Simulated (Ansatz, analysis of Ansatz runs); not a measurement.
**Migration in CsLiBr2 (P4/nmm): Li_i hop between interstitial places, charge +1**

Aim: the barrier of one jump in CsLiBr2 (P4/nmm) at charge +1: Li_i hop between interstitial places. The model is a cell of 64 host atoms with 1 Li put in; Li is the atom that moves.

Method: plane-wave PAW DFT, PBEsol; nudged elastic band between two relaxed defect structures at fixed charge in a uniform background, in Ansatz 0.2.0.

## 1. The structure

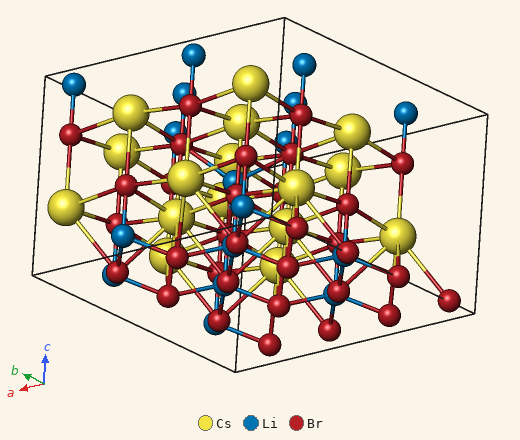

The cell as given, from a free direction (caesium yellow, lithium blue, bromine red).

The cell holds 65 atoms: 16 Cs, 17 Li and 32 Br. Its edges and angles: a = 14.446 Å, b = 14.446 Å, c = 9.811 Å, α = 90.0°, β = 90.0°, γ = 90.0°. It derives from CsLiBr2 (space group P4/nmm). Nearest the centre at fractional (0.495, 0.380, 0.491): Li65 at 1.73 Å, Br10 at 2.42 Å, Br43 at 2.42 Å, Cs2 at 2.56 Å, Cs35 at 2.78 Å, Br28 at 4.22 Å, Br57 at 4.35 Å, Br12 at 4.35 Å. The cell carries charge +1.

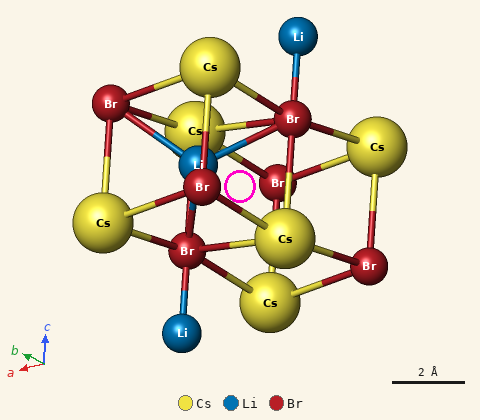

The atoms within 5 Å of the centre. A ring marks the centre wherever it is empty.

The cell's shortest repeat is 9.8 Å.

## 2. Relaxation of the start point, charge +1

A barrier is counted from a minimum, so both ends are relaxed first. Small random displacements break the symmetry of the ideal sites, so that the defect can distort if it gains by it. The charge of +1 is set by the electron count, and a uniform background keeps the cell neutral.

Input file qp1.start/input.yaml:

```yaml
crystal:
  lattice:
    - [10.21487051, 10.21487051, 0.0]
    - [-10.21487051, 10.21487051, 0.0]
    - [0.0, 0.0, 9.8110832]
  atoms:
    - { symbol: Cs, position: [0.125, 0.125, 0.2995137] }
    - { symbol: Cs, position: [0.375, 0.375, 0.2995137] }
    - { symbol: Cs, position: [0.125, 0.375, 0.7004863] }
    - { symbol: Cs, position: [0.375, 0.125, 0.7004863] }
    - { symbol: Li, position: [0.125, 0.375, 0.08388538] }
    - { symbol: Li, position: [0.375, 0.125, 0.08388538] }
    - { symbol: Li, position: [0.125, 0.125, 0.91611462] }
    - { symbol: Li, position: [0.375, 0.375, 0.91611462] }
    - { symbol: Br, position: [0.125, 0.125, 0.66383435] }
    - { symbol: Br, position: [0.375, 0.375, 0.66383435] }
    - { symbol: Br, position: [0.125, 0.375, 0.33616565] }
    - { symbol: Br, position: [0.375, 0.125, 0.33616565] }
    - { symbol: Br, position: [0.0, 0.0, 0.0] }
    - { symbol: Br, position: [0.25, 0.25, 0.0] }
    - { symbol: Br, position: [0.0, 0.25, 0.0] }
    - { symbol: Br, position: [0.25, 0.0, 0.0] }
    - { symbol: Cs, position: [0.125, 0.625, 0.2995137] }
    - { symbol: Cs, position: [0.375, 0.875, 0.2995137] }
    - { symbol: Cs, position: [0.125, 0.875, 0.7004863] }
    - { symbol: Cs, position: [0.375, 0.625, 0.7004863] }
    - { symbol: Li, position: [0.125, 0.875, 0.08388538] }
    - { symbol: Li, position: [0.375, 0.625, 0.08388538] }
    - { symbol: Li, position: [0.125, 0.625, 0.91611462] }
    - { symbol: Li, position: [0.375, 0.875, 0.91611462] }
    - { symbol: Br, position: [0.125, 0.625, 0.66383435] }
    - { symbol: Br, position: [0.375, 0.875, 0.66383435] }
    - { symbol: Br, position: [0.125, 0.875, 0.33616565] }
    - { symbol: Br, position: [0.375, 0.625, 0.33616565] }
    - { symbol: Br, position: [0.0, 0.5, 0.0] }
    - { symbol: Br, position: [0.25, 0.75, 0.0] }
    - { symbol: Br, position: [0.0, 0.75, 0.0] }
    - { symbol: Br, position: [0.25, 0.5, 0.0] }
    - { symbol: Cs, position: [0.625, 0.125, 0.2995137] }
    - { symbol: Cs, position: [0.875, 0.375, 0.2995137] }
    - { symbol: Cs, position: [0.625, 0.375, 0.7004863] }
    - { symbol: Cs, position: [0.875, 0.125, 0.7004863] }
    - { symbol: Li, position: [0.625, 0.375, 0.08388538] }
    - { symbol: Li, position: [0.875, 0.125, 0.08388538] }
    - { symbol: Li, position: [0.625, 0.125, 0.91611462] }
    - { symbol: Li, position: [0.875, 0.375, 0.91611462] }
    - { symbol: Br, position: [0.625, 0.125, 0.66383435] }
    - { symbol: Br, position: [0.875, 0.375, 0.66383435] }
    - { symbol: Br, position: [0.625, 0.375, 0.33616565] }
    - { symbol: Br, position: [0.875, 0.125, 0.33616565] }
    - { symbol: Br, position: [0.5, 0.0, 0.0] }
    - { symbol: Br, position: [0.75, 0.25, 0.0] }
    - { symbol: Br, position: [0.5, 0.25, 0.0] }
    - { symbol: Br, position: [0.75, 0.0, 0.0] }
    - { symbol: Cs, position: [0.625, 0.625, 0.2995137] }
    - { symbol: Cs, position: [0.875, 0.875, 0.2995137] }
    - { symbol: Cs, position: [0.625, 0.875, 0.7004863] }
    - { symbol: Cs, position: [0.875, 0.625, 0.7004863] }
    - { symbol: Li, position: [0.625, 0.875, 0.08388538] }
    - { symbol: Li, position: [0.875, 0.625, 0.08388538] }
    - { symbol: Li, position: [0.625, 0.625, 0.91611462] }
    - { symbol: Li, position: [0.875, 0.875, 0.91611462] }
    - { symbol: Br, position: [0.625, 0.625, 0.66383435] }
    - { symbol: Br, position: [0.875, 0.875, 0.66383435] }
    - { symbol: Br, position: [0.625, 0.875, 0.33616565] }
    - { symbol: Br, position: [0.875, 0.625, 0.33616565] }
    - { symbol: Br, position: [0.5, 0.5, 0.0] }
    - { symbol: Br, position: [0.75, 0.75, 0.0] }
    - { symbol: Br, position: [0.5, 0.75, 0.0] }
    - { symbol: Br, position: [0.75, 0.5, 0.0] }
    - { symbol: Li, position: [0.5, 0.5, 0.5] }
total_charge: 1
basis:
  ecutwfc: 420
  xc_grid: 2
hamiltonian:
  xc: pbesol
kpoints:
  mp_grid: { grid: [1, 1, 1], shift: [0.25, 0.25, 0.25] }
scf:
  occupations: { method: fixed }
  max_iter: 150
output:
  forces: true
relax:
  f_tol: 0.02
  max_steps: 70
  random_displacement: { amplitude: 0.03, seed: 7529 }
```

Command:

```
ansatz run input.yaml --threads 32 --pin off --max-ram 84787MiB --backend cuda --events-out ev --progress --plain --runs-dir out --max-vram 78GiB
```

Output:

```text
[...]
Engine: ansatz 0.2.0, aarch64-unknown-linux-gnu
[...]
Pseudopotential: Cs, paw, valence charge 9, recommended cutoff 420 eV (normal), Cs.paw.azcp
Pseudopotential: Li, paw, valence charge 3, recommended cutoff 420 eV (normal), Li.paw.azcp
Pseudopotential: Br, paw, valence charge 7, recommended cutoff 420 eV (normal), Br.paw.azcp
Functional definition: PBEsol
[...]
Crystal: 65 atoms, lattice volume = 2047.447 Å³
Basis set: ecut = 420 eV, 39949 PW (Γ), exchange–correlation on 200×200×144 points (8 copies of the dense FFT grid, shifted against one another)
Bands: 274, of which v1, the nominal top of the filled ones, is band 209 counted from 1 (208 counted from 0)
[...]
k-points: 1
[...]
SCF iter   3: F=—  HF=-180502.623485 eV  |F-HF|=—  |Δ(HF+E_count)|=   3.59e-3  Δρ=1.63e-4  dr2=6.79e-4  ethr=3.83e-6  ⟨swp⟩=3.0  Hψ=426  notcnv=0  defer=60
automatic band count: iteration 3 solves 271 bands in place of 274: the levels show a gap, and the empty bands left out lie too high to hold charge; the band table lists the bands solved (type scf.n_e [...]
[...]
SCF 1 converged in 6 iterations: F = -180502.624246 eV  dr2 = 2.26e-7
[...]
relax step   1: F+E_penalty+E_count = -180502.62424642 eV  Δ(F+E_penalty+E_count) = +0.000e0 eV  max|allowed force component| = 6.497e-1 eV/Å  Δτ_max = 0.0000 Å  (6 SCF iters, dr2 threshold 1.00e-5 eV [...]
[...]
automatic band count: iteration 1 solves 271 bands in place of 274: the levels show a gap, and the empty bands left out lie too high to hold charge; the band table lists the bands solved (type scf.n_e [...]
[...]
SCF 6 converged in 3 iterations: F = -180503.842578 eV  dr2 = 2.50e-8
relax step   6: F+E_penalty+E_count = -180503.84257782 eV  Δ(F+E_penalty+E_count) = -2.655e-7 eV  max|allowed force component| = 1.113e-2 eV/Å  Δτ_max = 0.0000 Å  (3 SCF iters, accepted)
SCF converged after 3 iterations
[...]
```

Elapsed: 4.3 s, on 1 × NVIDIA GB200 with 32 threads of Arm Neoverse V2, shared host; peak memory 1.4 GiB.

Step by step:

| step | energy less that of the first step (eV) | largest force component (eV/Å) |
| --- | --- | --- |
| 1 | 0.0000 | 0.6497 |
| 2 | -0.8350 | 0.3942 |
| 3 | -1.1589 | 0.1053 |
| 4 | -1.1811 | 0.1244 |
| 5 | -1.2183 | 0.0111 |
| 6 | -1.2183 | 0.0111 |

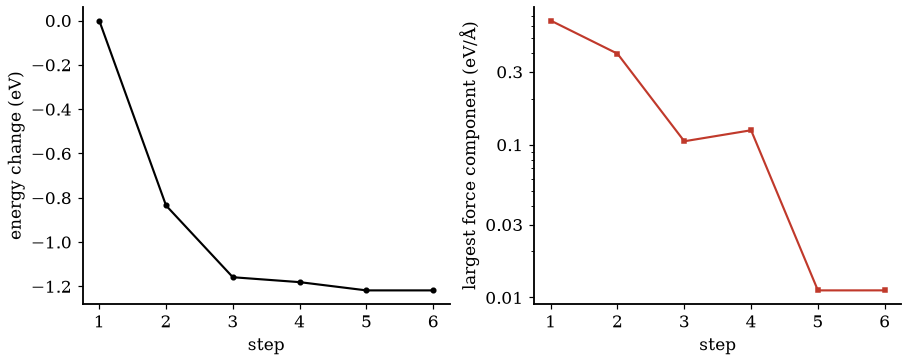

Energy and largest force along the relaxation.

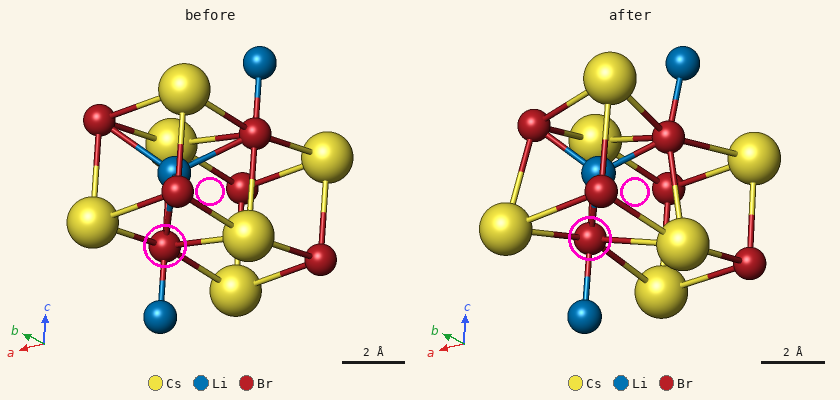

Before and after: the atoms that start within 5 Å of the centre. Br43, which moves most, is ringed if it is among them. A ring with no atom in it marks the empty centre.

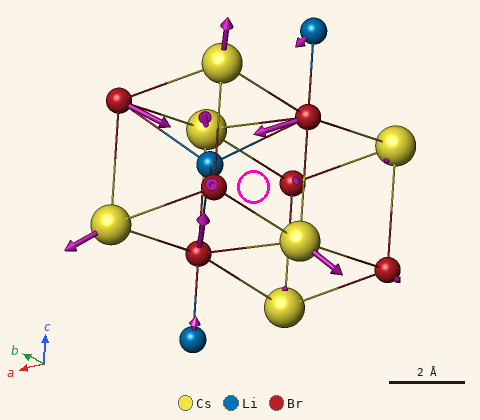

Displacements in the relaxation from the typed sites near the centre, exaggerated, the mean shift taken out; the longest in the cell stands for 0.44 Å. A ring marks the centre wherever it is empty.

The atoms that moved most (Å, from the sites as typed, ahead of the random displacement, the mean shift of all atoms taken out):

| atom | dx | dy | dz | length |
| --- | --- | --- | --- | --- |
| Br43 | -0.402 | 0.000 | 0.177 | 0.439 |
| Br57 | -0.002 | -0.400 | -0.176 | 0.437 |
| Br10 | -0.001 | 0.399 | -0.178 | 0.437 |
| Br28 | 0.398 | 0.000 | 0.177 | 0.436 |
| Cs2 | 0.000 | -0.288 | -0.207 | 0.355 |
| Cs20 | -0.287 | -0.001 | 0.207 | 0.354 |
| Cs35 | 0.285 | 0.002 | 0.209 | 0.354 |
| Cs49 | -0.002 | 0.287 | -0.206 | 0.353 |

Neighbours of Li65 at the end:

| atom | distance (Å) |
| --- | --- |
| Br43 | 2.584 |
| Br10 | 2.585 |
| Br28 | 2.586 |
| Br57 | 2.588 |
| Cs2 | 3.576 |
| Cs20 | 3.577 |
| Cs49 | 3.578 |
| Cs35 | 3.578 |

This step gave:

| Property | Result |
| --- | --- |
| free energy | -180503.8426 eV |
| r.m.s. move of the farther half of the atoms | 0.06538 Å |
| largest move from the ideal geometry of this structure, a common shift of the far atoms taken out | 0.4392 Å |

The relaxation gained 1.218 eV and ended with a largest force component of 0.011 eV/Å.

## 3. Relaxation of the end point, charge +1

The end point is relaxed in the same cell and settings, so that the two energies compare. Atoms more than 3.2 Å from the middle of the hop start where the first relaxation left them, the nearer ones on or close to their ideal places, with small random displacements.

Input file qp1.end/input.yaml:

```yaml
crystal:
  lattice:
    - [10.21487051, 10.21487051, 0.0]
    - [-10.21487051, 10.21487051, 0.0]
    - [0.0, 0.0, 9.8110832]
  atoms:
    - { symbol: Cs, position: [0.12209849, 0.12196397, 0.2988869] }
    - { symbol: Cs, position: [0.375, 0.375, 0.2995137] }
[... 1 atom line left out ...]
    - { symbol: Cs, position: [0.37583359, 0.12572569, 0.69636888] }
[... 3 atom lines left out ...]
    - { symbol: Li, position: [0.37934539, 0.37918872, 0.90599246] }
[... 1 atom line left out ...]
    - { symbol: Br, position: [0.375, 0.375, 0.66383435] }
[... 1 atom line left out ...]
    - { symbol: Br, position: [0.37340495, 0.12084631, 0.33232539] }
[... 15 atom lines left out ...]
    - { symbol: Br, position: [0.3942999, 0.60527126, 0.35427725] }
[... 4 atom lines left out ...]
    - { symbol: Cs, position: [0.62389239, 0.1259819, 0.30403339] }
[... 1 atom line left out ...]
    - { symbol: Cs, position: [0.625, 0.375, 0.7004863] }
[... 1 atom line left out ...]
    - { symbol: Li, position: [0.62018462, 0.37924752, 0.09396833] }
[... 5 atom lines left out ...]
    - { symbol: Br, position: [0.625, 0.375, 0.33616565] }
[... 13 atom lines left out ...]
    - { symbol: Br, position: [0.60512241, 0.60526731, 0.64591761] }
[... 7 atom lines left out ...]
    - { symbol: Li, position: [0.4896, 0.2604, 0.483] }
total_charge: 1
basis:
  ecutwfc: 420
  xc_grid: 2
hamiltonian:
  xc: pbesol
kpoints:
  mp_grid: { grid: [1, 1, 1], shift: [0.25, 0.25, 0.25] }
scf:
  occupations: { method: fixed }
  max_iter: 150
output:
  forces: true
relax:
  f_tol: 0.02
  max_steps: 70
  random_displacement: { amplitude: 0.01, seed: 7529 }
```

Output:

```text
[...]
Crystal: 65 atoms, lattice volume = 2047.447 Å³
Basis set: ecut = 420 eV, 39949 PW (Γ), exchange–correlation on 200×200×144 points (8 copies of the dense FFT grid, shifted against one another)
Bands: 274, of which v1, the nominal top of the filled ones, is band 209 counted from 1 (208 counted from 0)
[...]
k-points: 1
[...]
SCF iter   6: F=-180502.246039 eV  HF=-180502.246038 eV  |F-HF|=2.92e-7  |Δ(HF+E_count)|=   4.22e-6  Δρ=2.31e-6  dr2=2.26e-7  ethr=7.45e-10  ⟨swp⟩=2.0  Hψ=867  notcnv=0
SCF 1 converged in 6 iterations: F = -180502.246039 eV  dr2 = 2.26e-7
[...]
relax step   1: F+E_penalty+E_count = -180502.24603868 eV  Δ(F+E_penalty+E_count) = +0.000e0 eV  max|allowed force component| = 7.342e-1 eV/Å  Δτ_max = 0.0000 Å  (6 SCF iters, dr2 threshold 1.00e-5 eV [...]
[...]
SCF 5 converged in 6 iterations: F = -180503.842685 eV  dr2 = 3.42e-8
[...]
relax step   5: F+E_penalty+E_count = -180503.84268456 eV  Δ(F+E_penalty+E_count) = -1.524e-2 eV  max|allowed force component| = 8.685e-3 eV/Å  Δτ_max = 0.0615 Å  (6 SCF iters, accepted)
SCF converged after 6 iterations
[...]
```

Run time: 3.5 s. Hardware: 1 × NVIDIA GB200 with 32 threads; peak memory 1.5 GiB.

Relaxation path:

| step | energy less that of the first step (eV) | largest force component (eV/Å) |
| --- | --- | --- |
| 1 | 0.0000 | 0.7342 |
| 2 | -0.8738 | 0.4393 |
| 3 | -1.3639 | 0.1917 |
| 4 | -1.5814 | 0.0396 |
| 5 | -1.5966 | 0.0087 |

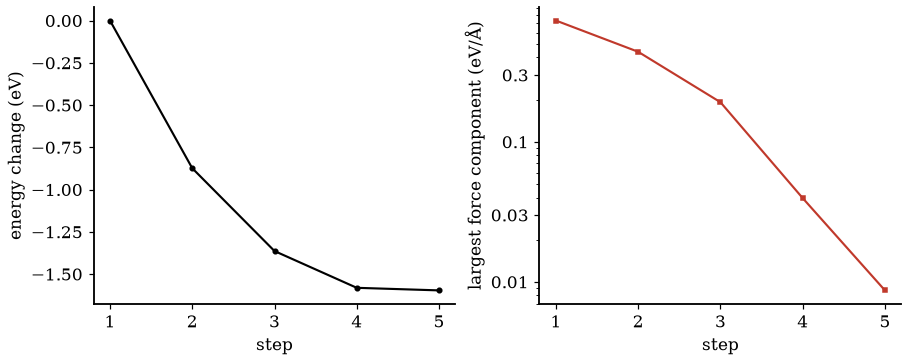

Energy and largest force along the relaxation.

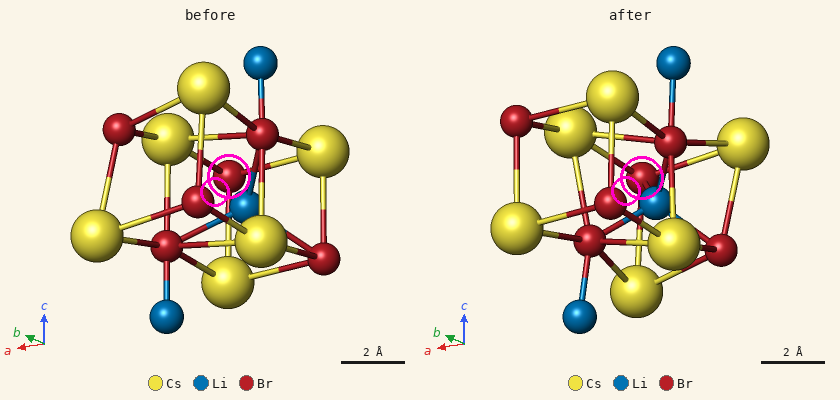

Before and after: the atoms that start within 5 Å of the centre. Br41, which moves most, is ringed if it is among them. A ring with no atom in it marks the empty centre.

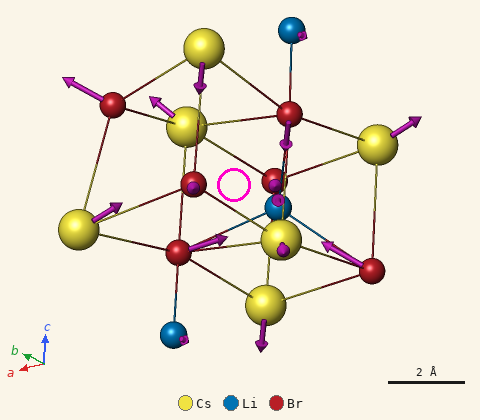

Displacements in the relaxation from the typed sites near the centre, exaggerated; the longest in the cell stands for 0.51 Å. A ring marks the centre wherever it is empty.

The atoms that moved most (Å, from the sites as typed, ahead of the random displacement):

| atom | dx | dy | dz | length |
| --- | --- | --- | --- | --- |
| Br41 | -0.456 | 0.019 | -0.223 | 0.508 |
| Br12 | -0.027 | 0.450 | 0.215 | 0.500 |
| Br28 | -0.444 | 0.026 | -0.209 | 0.491 |
| Br57 | -0.026 | 0.445 | 0.202 | 0.489 |
| Br43 | -0.003 | -0.403 | 0.178 | 0.441 |
| Br10 | 0.396 | -0.006 | -0.183 | 0.436 |
| Cs33 | 0.299 | -0.002 | -0.253 | 0.392 |
| Cs4 | -0.004 | -0.302 | 0.244 | 0.389 |

Neighbours of Li65 at the end:

| atom | distance (Å) |
| --- | --- |
| Br12 | 2.585 |
| Br41 | 2.585 |
| Br43 | 2.586 |
| Br10 | 2.587 |
| Cs33 | 3.569 |
| Cs2 | 3.569 |
| Cs35 | 3.570 |
| Cs4 | 3.571 |

Read from the output:

| Item | Value |
| --- | --- |
| free energy | -180503.8427 eV |
| r.m.s. move of the farther half of the atoms | 0.06259 Å |
| largest move from the ideal geometry of this structure, a common shift of the far atoms taken out | 0.4368 Å |

The relaxation gained 1.597 eV and ended with a largest force component of 0.0087 eV/Å. The end lies within 1 meV of the start.

(Continued in part 2 of 2.)

[Logs are printed without paths, hosts, clocks, repeated set-up lines and the standing remarks that a program may print on its own settings, such as how far it seeks lower states.]

[Hosts, paths, dates, database ids (printed as entryN), source tags and the programs' standing remarks are cut or masked in the printed files.]
